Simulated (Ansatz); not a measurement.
C$_{3}$H$_{6}$GeO: geometry relaxation (part 1 of 2)

C$_{3}$H$_{6}$GeO, computed with RKS B3LYP-D4/def2-SVP (Ansatz 0.2.0).

It belongs to a series of runs on one base structure; here: end point B relaxed. Figures and captions count atoms from 1; the log counts them from 0 in places.

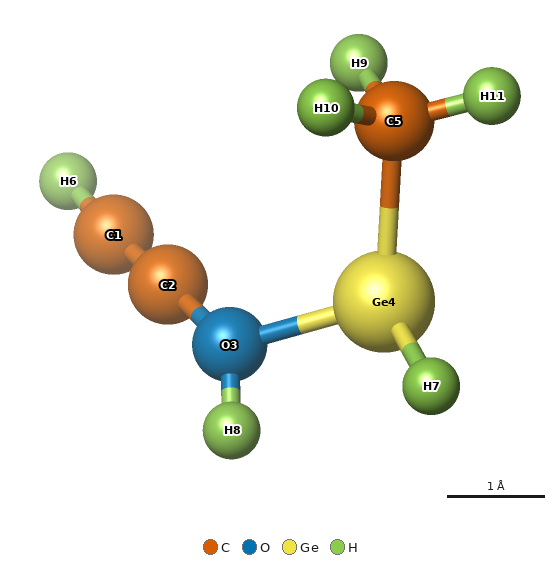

*The starting structure (ball-and-stick view, seen at a tilt; atoms are numbered from 1 in the order of the input). Sticks mark near contacts.*

Bond lengths as drawn: C–C 1.16 Å, C–Ge 1.94 Å, C–H 1.08 to 1.14 Å, C–O 1.36 Å, Ge–H 1.54 Å, Ge–O 1.75 Å and H–O 0.99 Å.

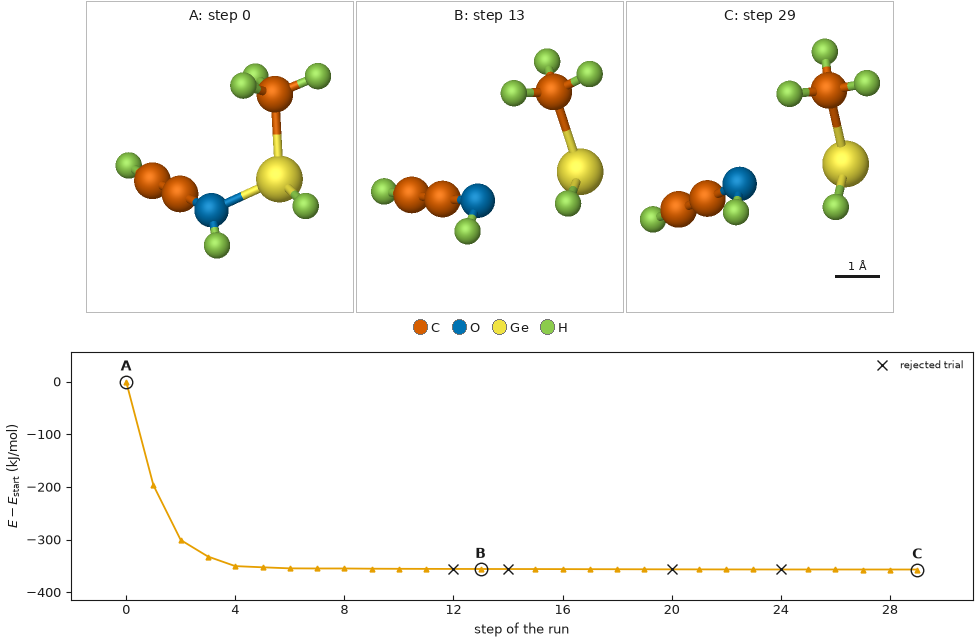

*Frames of the relaxation (ball-and-stick view, seen at a tilt) above the curves, on which the letters mark them (the first geometry is step 0 here and step 1 in the log).*

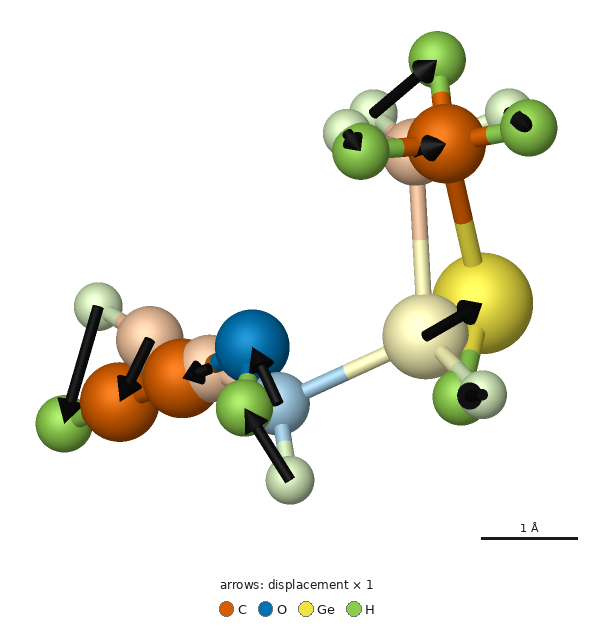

*Start (faint) and end (solid) with the displacements as black arrows, at true length (ball-and-stick view, seen at a tilt). The two geometries are laid on each other by the best rigid fit.*

The largest move after the best rigid fit is that of H6, 1.29 Å. Largest moves by element: H 1.29 Å, Ge 0.89 Å, C 0.76 Å, O 0.69 Å. Among the contacts that change: O3–Ge4 1.753 → 2.458 Å, Ge4–H7 1.536 → 1.622 Å, Ge4–C5 1.941 → 2.019 Å, C1–H6 1.124 → 1.072 Å. Bonds break: O3–Ge4 (1.75 → 2.46 Å). Among the angles that change: C2–O3–H8 138.3° → 112.2°, C5–Ge4–H7 110.6° → 93.7°, Ge4–C5–H10 105.9° → 113.4°. The energy falls by 356.8 kJ/mol in 29 geometry steps. The largest force component goes from 7.9 to 0.015 eV/Å. The line search rejected the trial steps at points 12, 14, 20, 24 (counted from 0) and went back. (Atoms are counted from 1 in the order of the input.)

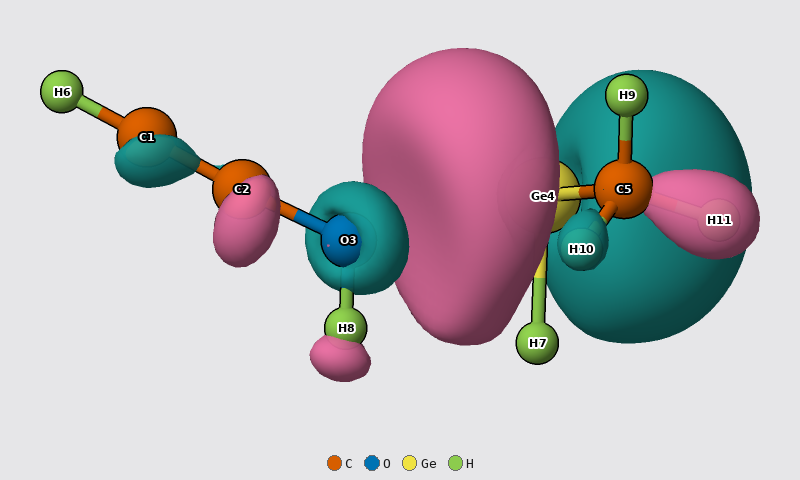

*One frontier orbital at ±0.1 Å⁻³ᐟ² (teal and pink are the two phases), seen at a tilt.*

The LUMO, at −1.65 eV. By Hirshfeld shares it lies mainly on Ge4 (70 %).

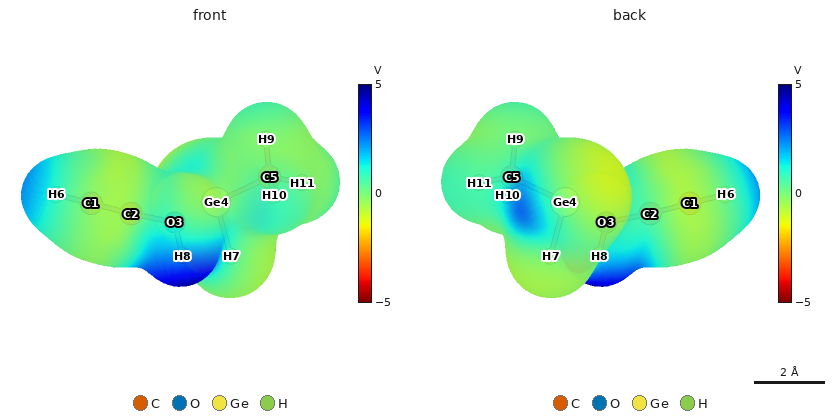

*The molecular electrostatic potential painted on the density surface at 0.004 e/bohr³, seen at a tilt and from behind; the colour scale runs from red (negative) to blue (positive).*

A positive charge is drawn to the negative regions and a negative charge to the positive ones.

These pictures come from the run below.

### The input
```yaml
crystal:
  periodic: [false, false, false]
  atoms:
    - { symbol: C, position_ang: [-0.0263, 1.7421, 2.2127] }
    - { symbol: C, position_ang: [0.3023, 0.7202, 1.7804] }
    - { symbol: O, position_ang: [0.7049, -0.4805, 1.2914] }
    - { symbol: Ge, position_ang: [-0.0004, -1.2252, -0.1298] }
    - { symbol: C, position_ang: [0.0793, -0.0562, -1.6769] }
    - { symbol: H, position_ang: [-0.4094, 2.737, 2.5677] }
    - { symbol: H, position_ang: [0.6338, -2.5866, -0.4495] }
    - { symbol: H, position_ang: [1.10583, -1.32002, 1.62987] }
    - { symbol: H, position_ang: [-0.4106, 0.935, -1.3852] }
    - { symbol: H, position_ang: [1.1513, 0.1273, -1.8622] }
    - { symbol: H, position_ang: [-0.426, -0.5141, -2.5159] }
basis:
  gaussian: { orbitals: def2-SVP }
hamiltonian:
  xc: b3lyp
  dispersion: d4
relax:
  f_tol: 0.02
  max_steps: 50
output:
  orbitals: {}
```

Launch command:
```bash
ansatz run input.yaml --threads 2 --pin off --max-ram 3072MiB --backend cpu --events-out ev --progress --plain --runs-dir out
```

### Output
```
The last accepted step is kept in [file] (removed where the run ends without a failure and the disk answers)
Engine: ansatz 0.2.0, aarch64-unknown-linux-gnu
Functional definition: B3LYP
  parameter a0 = 0.2
  parameter ax = 0.72
  parameter ac = 0.81
  exchange = (1 - a0 - ax)*slater_x + ax*b88_x + a0*exact_x
  correlation = (1 - ac)*vwn_rpa_c + ac*lyp_c
1301 factors; integrals over basis functions are off by at most 4.1e-4 eV
mean field evaluation 1: about -61747.1530 eV, gradient 6.4e1 eV
mean field evaluation 2: about -61738.9463 eV, gradient 7.9e1 eV
mean field evaluation 4: about -61756.9001 eV, gradient 7.6e0 eV
mean field evaluation 8: about -61757.0529 eV, gradient 2.7e-1 eV
mean field evaluation 16: about -61757.0532 eV, gradient 4.1e-5 eV
mean field -61757.05315953 eV, -2269.5298431785 hartree, gradient 4.0e-5 eV, S^2 0.000000; 0 other end points of the search recorded, 0 dependent functions left out
the calculation of the forces begins
reference -61757.05341942 eV, -2269.5298527295 hartree; 32, 32 occupied and 86, 86 virtual orbitals, 1301 factors
relax step   1: F+E_penalty+E_count = -61757.41364040 eV  Δ(F+E_penalty+E_count) = +0.000e0 eV  max|allowed force component| = 7.898e0 eV/Å  Δτ_max = 0.0000 Å  (29 SCF iters, accepted)
these checks for a lower state are left out or cut short: starts, cluster_reference, orbital_swaps, neighbouring_geometries, increment
1301 factors; integrals over basis functions are off by at most 3.8e-4 eV
mean field -61759.09605524 eV, -2269.6049182112 hartree, gradient 2.2e-5 eV, S^2 0.000000; 0 other end points of the search recorded, 0 dependent functions left out
[... from here on the field's lines of each further geometry are left out, up to the last ...]
relax step   2: F+E_penalty+E_count = -61759.45467415 eV  Δ(F+E_penalty+E_count) = -2.041e0 eV  max|allowed force component| = 4.797e0 eV/Å  Δτ_max = 0.1946 Å  (38 SCF iters, accepted)
relax step   3: F+E_penalty+E_count = -61760.53122022 eV  Δ(F+E_penalty+E_count) = -1.077e0 eV  max|allowed force component| = 1.554e0 eV/Å  Δτ_max = 0.1947 Å  (32 SCF iters, accepted)
relax step   4: F+E_penalty+E_count = -61760.85703720 eV  Δ(F+E_penalty+E_count) = -3.258e-1 eV  max|allowed force component| = 8.128e-1 eV/Å  Δτ_max = 0.2000 Å  (31 SCF iters, accepted)
relax step   5: F+E_penalty+E_count = -61761.04529617 eV  Δ(F+E_penalty+E_count) = -1.883e-1 eV  max|allowed force component| = 5.597e-1 eV/Å  Δτ_max = 0.1927 Å  (31 SCF iters, accepted)
relax step   6: F+E_penalty+E_count = -61761.06847691 eV  Δ(F+E_penalty+E_count) = -2.318e-2 eV  max|allowed force component| = 7.719e-1 eV/Å  Δτ_max = 0.1716 Å  (30 SCF iters, accepted)
relax step   7: F+E_penalty+E_count = -61761.08942587 eV  Δ(F+E_penalty+E_count) = -2.095e-2 eV  max|allowed force component| = 5.753e-2 eV/Å  Δτ_max = 0.0724 Å  (31 SCF iters, accepted)
relax step   8: F+E_penalty+E_count = -61761.09181080 eV  Δ(F+E_penalty+E_count) = -2.385e-3 eV  max|allowed force component| = 3.631e-2 eV/Å  Δτ_max = 0.0547 Å  (32 SCF iters, accepted)
relax step   9: F+E_penalty+E_count = -61761.09194106 eV  Δ(F+E_penalty+E_count) = -1.303e-4 eV  max|allowed force component| = 3.449e-1 eV/Å  Δτ_max = 0.1959 Å  (30 SCF iters, accepted)
relax step  10: F+E_penalty+E_count = -61761.09620378 eV  Δ(F+E_penalty+E_count) = -4.263e-3 eV  max|allowed force component| = 1.024e-1 eV/Å  Δτ_max = 0.0330 Å  (32 SCF iters, accepted)
relax step  11: F+E_penalty+E_count = -61761.09833384 eV  Δ(F+E_penalty+E_count) = -2.130e-3 eV  max|allowed force component| = 6.087e-2 eV/Å  Δτ_max = 0.1831 Å  (30 SCF iters, accepted)
relax step  12: F+E_penalty+E_count = -61761.09967354 eV  Δ(F+E_penalty+E_count) = -1.340e-3 eV  max|allowed force component| = 6.162e-2 eV/Å  Δτ_max = 0.0703 Å  (32 SCF iters, accepted)
relax step  13: F+E_penalty+E_count = -61761.09256474 eV  Δ(F+E_penalty+E_count) = +7.109e-3 eV  max|allowed force component| = 7.192e-1 eV/Å  Δτ_max = 0.1226 Å  (30 SCF iters, rejected (line search))
relax step  14: F+E_penalty+E_count = -61761.10188754 eV  Δ(F+E_penalty+E_count) = -2.214e-3 eV  max|allowed force component| = 3.533e-2 eV/Å  Δτ_max = 0.0613 Å  (31 SCF iters, accepted)
relax step  15: F+E_penalty+E_count = -61761.10154930 eV  Δ(F+E_penalty+E_count) = +3.382e-4 eV  max|allowed force component| = 2.117e-1 eV/Å  Δτ_max = 0.0987 Å  (31 SCF iters, rejected (line search))
relax step  16: F+E_penalty+E_count = -61761.10304932 eV  Δ(F+E_penalty+E_count) = -1.162e-3 eV  max|allowed force component| = 3.224e-2 eV/Å  Δτ_max = 0.0481 Å  (31 SCF iters, accepted)
relax step  17: F+E_penalty+E_count = -61761.10418028 eV  Δ(F+E_penalty+E_count) = -1.131e-3 eV  max|allowed force component| = 4.688e-2 eV/Å  Δτ_max = 0.0482 Å  (31 SCF iters, accepted)
relax step  18: F+E_penalty+E_count = -61761.10558058 eV  Δ(F+E_penalty+E_count) = -1.400e-3 eV  max|allowed force component| = 1.049e-1 eV/Å  Δτ_max = 0.0742 Å  (31 SCF iters, accepted)
relax step  19: F+E_penalty+E_count = -61761.10659970 eV  Δ(F+E_penalty+E_count) = -1.019e-3 eV  max|allowed force component| = 1.606e-1 eV/Å  Δτ_max = 0.0893 Å  (31 SCF iters, accepted)
relax step  20: F+E_penalty+E_count = -61761.10771972 eV  Δ(F+E_penalty+E_count) = -1.120e-3 eV  max|allowed force component| = 1.447e-1 eV/Å  Δτ_max = 0.0517 Å  (31 SCF iters, accepted)
relax step  21: F+E_penalty+E_count = -61761.10448684 eV  Δ(F+E_penalty+E_count) = +3.233e-3 eV  max|allowed force component| = 2.420e-1 eV/Å  Δτ_max = 0.1952 Å  (29 SCF iters, rejected (line search))
relax step  22: F+E_penalty+E_count = -61761.10971983 eV  Δ(F+E_penalty+E_count) = -2.000e-3 eV  max|allowed force component| = 9.024e-2 eV/Å  Δτ_max = 0.0951 Å  (31 SCF iters, accepted)
relax step  23: F+E_penalty+E_count = -61761.11060212 eV  Δ(F+E_penalty+E_count) = -8.823e-4 eV  max|allowed force component| = 5.296e-2 eV/Å  Δτ_max = 0.0976 Å  (31 SCF iters, accepted)
relax step  24: F+E_penalty+E_count = -61761.11119404 eV  Δ(F+E_penalty+E_count) = -5.919e-4 eV  max|allowed force component| = 5.114e-2 eV/Å  Δτ_max = 0.0243 Å  (33 SCF iters, accepted)
relax step  25: F+E_penalty+E_count = -61761.11110405 eV  Δ(F+E_penalty+E_count) = +8.999e-5 eV  max|allowed force component| = 1.044e-1 eV/Å  Δτ_max = 0.0212 Å  (33 SCF iters, rejected (line search))
relax step  26: F+E_penalty+E_count = -61761.11149871 eV  Δ(F+E_penalty+E_count) = -3.047e-4 eV  max|allowed force component| = 1.870e-2 eV/Å  Δτ_max = 0.0103 Å  (34 SCF iters, accepted)
relax step  27: F+E_penalty+E_count = -61761.11180377 eV  Δ(F+E_penalty+E_count) = -3.051e-4 eV  max|allowed force component| = 4.163e-2 eV/Å  Δτ_max = 0.0514 Å  (31 SCF iters, accepted)
relax step  28: F+E_penalty+E_count = -61761.11195134 eV  Δ(F+E_penalty+E_count) = -1.476e-4 eV  max|allowed force component| = 5.156e-2 eV/Å  Δτ_max = 0.0538 Å  (31 SCF iters, accepted)
relax step  29: F+E_penalty+E_count = -61761.11203236 eV  Δ(F+E_penalty+E_count) = -8.103e-5 eV  max|allowed force component| = 3.211e-2 eV/Å  Δτ_max = 0.0080 Å  (25 SCF iters, accepted)
the calculation of the forces begins
reference -61760.77322110 eV, -2269.6665529196 hartree; 32, 32 occupied and 86, 86 virtual orbitals, 1301 factors
relax step  30: F+E_penalty+E_count = -61761.11209377 eV  Δ(F+E_penalty+E_count) = -6.141e-5 eV  max|allowed force component| = 1.538e-2 eV/Å  Δτ_max = 0.0187 Å  (32 SCF iters, accepted)
1301 factors; integrals over basis functions are off by at most 4.2e-4 eV
mean field evaluation 224: about -61760.7730 eV, gradient 1.0e-5 eV
mean field -61760.77295558 eV, -2269.6665431622 hartree, gradient 1.0e-5 eV, S^2 0.000000; 1 other end points of the search recorded, 0 dependent functions left out
the calculation of the forces begins
reference -61760.77322110 eV, -2269.6665529196 hartree; 32, 32 occupied and 86, 86 virtual orbitals, 1301 factors
Total energy: -61761.11235929 eV, -2269.6790160182 hartree
Atom 0 at     0.050909     1.638715     2.967885 Å, force     0.000905     0.000033     0.003702 eV/Å
Atom 1 at     0.376806     0.915624     2.057855 Å, force    -0.001021    -0.003978    -0.015382 eV/Å
Atom 2 at     0.688432     0.166307     1.024128 Å, force     0.001929     0.002604     0.011654 eV/Å
Atom 3 at    -0.817768    -1.143925    -0.409167 Å, force    -0.002369    -0.001435    -0.001204 eV/Å
Atom 4 at     0.100251    -0.363412    -2.029175 Å, force    -0.000432     0.001010     0.000598 eV/Å
Atom 5 at    -0.235105     2.276118     3.781563 Å, force     0.000135     0.000029     0.000871 eV/Å
Atom 6 at     0.387299    -2.183838    -0.097934 Å, force     0.000589     0.001085     0.000885 eV/Å
Atom 7 at     1.355094    -0.506619     1.246188 Å, force    -0.000763     0.000731    -0.001285 eV/Å
Atom 8 at    -0.419952     0.535535    -2.393851 Å, force     0.000627    -0.000037    -0.000374 eV/Å
Atom 9 at     1.161816    -0.126968    -1.857858 Å, force     0.000187     0.000209    -0.000530 eV/Å
Atom 10 at     0.056947    -1.128556    -2.827065 Å, force     0.000212    -0.000251     0.001065 eV/Å
Dipole moment:     0.359306     0.077973     0.240615 e Å
```

### Trajectory as extended XYZ (Å, eV, eV/Å), 30 frames, from step=1 to step=30
```
11
Properties=species:S:1:pos:R:3:forces:R:3 step=1 energy=-61757.41364
C    -0.0263    1.7421    2.2127   -2.5256   6.7782   2.5926
C     0.3023    0.7202    1.7804    2.8625  -6.7877  -1.7177
O     0.7049   -0.4805    1.2914    3.2800   3.3443   2.9572
Ge   -0.0004   -1.2252   -0.1298   -7.8975  -3.4287  -4.6685
C     0.0793   -0.0562   -1.6769    1.4208   1.9839   1.0493
H    -0.4094    2.7370    2.5677    0.6484  -1.5544  -0.4795
H     0.6338   -2.5866   -0.4495    1.9122  -0.0696  -0.1860
H     1.1058   -1.3200    1.6299    0.1701   0.8388   2.1856
H    -0.4106    0.9350   -1.3852    0.4430  -1.1622  -0.5162
H     1.1513    0.1273   -1.8622   -0.1065   0.3390  -0.7815
H    -0.4260   -0.5141   -2.5159   -0.2073  -0.2816  -0.4352
11
Properties=species:S:1:pos:R:3:forces:R:3 step=2 energy=-61759.45467
C    -0.0314    1.7605    2.2266   -0.2298   0.2319  -0.1234
C     0.3355    0.7022    1.7765    0.8021  -1.1579   0.6688
O     0.7559   -0.4644    1.2672    2.2976   1.5381   1.3443
Ge   -0.1872   -1.2790   -0.1395   -4.7973  -2.2188  -2.7966
C     0.1006   -0.0477   -1.6629    0.5436   0.7578   0.6069
H    -0.4095    2.7222    2.5675    0.2283  -0.4937  -0.1143
H     0.6956   -2.5659   -0.4583    1.0455   0.3758   0.0754
H     1.1018   -1.3011    1.6797   -0.1520   1.3807   1.2107
H    -0.4001    0.9187   -1.3964    0.2399  -0.5247  -0.3205
H     1.1604    0.1421   -1.8855    0.0160   0.0952  -0.3546
H    -0.4169   -0.5086   -2.5124    0.0062   0.0156  -0.1966
11
Properties=species:S:1:pos:R:3:forces:R:3 step=3 energy=-61760.53122
C    -0.0283    1.7407    2.2299    0.1572  -0.5982  -0.4441
C     0.3675    0.6828    1.7873    0.2409   0.0616   0.8666
O     0.8106   -0.4391    1.2465    0.9995   0.2292   0.1906
Ge   -0.3675   -1.3399   -0.1806   -1.5543  -1.0645  -1.4197
C     0.1090   -0.0440   -1.6504   -0.1481  -0.1486   0.2374
H    -0.4056    2.6933    2.5600    0.0621  -0.1332   0.0431
H     0.7427   -2.5257   -0.4450    0.1477   0.5172   0.1457
H     1.1062   -1.2438    1.7351   -0.1360   1.0531   0.6587
H    -0.3907    0.9107   -1.4116    0.0476  -0.0244  -0.1479
H     1.1662    0.1363   -1.8874    0.0647  -0.0789  -0.0271
H    -0.4054   -0.4924   -2.5212    0.1187   0.1868  -0.1033
11
Properties=species:S:1:pos:R:3:forces:R:3 step=4 energy=-61760.85704
C    -0.0360    1.7310    2.2743    0.1189  -0.4556  -0.3608
C     0.3736    0.6883    1.8133    0.1632   0.1892   0.6090
O     0.8155   -0.4086    1.2321    0.5746   0.0025   0.1617
Ge   -0.4692   -1.3675   -0.2144   -0.7430  -0.6446  -0.8128
C     0.0845   -0.0976   -1.6676    0.0042   0.2157   0.0717
H    -0.4227    2.6676    2.6302    0.0363  -0.0570   0.0742
H     0.7725   -2.3586   -0.5057    0.0542  -0.0632   0.1995
H     1.1610   -1.1567    1.7687   -0.1611   0.7666   0.2741
H    -0.3099    0.9124   -1.4465    0.1085  -0.0958  -0.1509
H     1.1755   -0.0606   -1.8535   -0.2999   0.0380  -0.0236
H    -0.4401   -0.4707   -2.5683    0.1442   0.1043  -0.0421
11
Properties=species:S:1:pos:R:3:forces:R:3 step=5 energy=-61761.04530
C     0.0037    1.7413    2.3312    0.0404  -0.2090  -0.1838
C     0.4058    0.7025    1.8621   -0.0306   0.3308   0.1428
O     0.8241   -0.3787    1.2471    0.2827  -0.4538   0.2913
Ge   -0.5583   -1.4724   -0.3219   -0.0566  -0.0129  -0.2738
C     0.0361   -0.1025   -1.7040    0.2336  -0.2352  -0.5207
H    -0.3669    2.6713    2.7115   -0.0030   0.0330   0.1122
H     0.7403   -2.4488   -0.4970   -0.1372   0.2019  -0.0013
H     1.2104   -1.0447    1.8562   -0.1544   0.3658  -0.2060
H    -0.4273    0.8946   -1.5737    0.0538  -0.2125   0.1237
H     1.1458   -0.0046   -1.7398   -0.4696   0.0384  -0.0441
H    -0.3088   -0.4791   -2.7091    0.2408   0.1536   0.5597
11
Properties=species:S:1:pos:R:3:forces:R:3 step=6 energy=-61761.06848
C     0.0389    1.7482    2.3246    0.0231  -0.0418  -0.0401
C     0.4466    0.7167    1.8478    0.1085  -0.3732   0.0336
O     0.8493   -0.4136    1.2893   -0.3199   0.7719  -0.2898
Ge   -0.6080   -1.4459   -0.3593    0.2589  -0.1784  -0.1638
C     0.0374   -0.1200   -1.7462   -0.1844   0.0931   0.2158
H    -0.3289    2.6582    2.7571    0.0217   0.0194  -0.0229
H     0.6856   -2.4141   -0.5195   -0.1331   0.0144   0.0396
H     1.2023   -1.0344    1.9344    0.1655  -0.2857   0.3441
H    -0.5577    0.8000   -1.6328    0.0553   0.0575  -0.1487
H     1.1084    0.1263   -1.6861    0.0004  -0.0720   0.0129
H    -0.1691   -0.5426   -2.7467    0.0040  -0.0050   0.0192
11
Properties=species:S:1:pos:R:3:forces:R:3 step=7 energy=-61761.08943
C     0.0427    1.7620    2.3761   -0.0097   0.0319   0.0019
C     0.4264    0.7305    1.8805    0.0037  -0.0314   0.0313
O     0.8097   -0.3718    1.2754    0.0245  -0.0376  -0.0017
Ge   -0.6068   -1.4802   -0.3874   -0.0575   0.0126  -0.0332
C     0.0278   -0.1319   -1.7474   -0.0131   0.0170   0.0129
H    -0.2982    2.6773    2.8198    0.0135  -0.0113  -0.0014
H     0.6817   -2.4349   -0.5430    0.0495   0.0006   0.0160
H     1.2203   -1.0039    1.8906   -0.0182   0.0460  -0.0240
H    -0.5604    0.7968   -1.6908   -0.0007   0.0128   0.0039
H     1.0992    0.1041   -1.6621    0.0104  -0.0077   0.0119
H    -0.1378   -0.5690   -2.7491   -0.0024  -0.0329  -0.0176
```
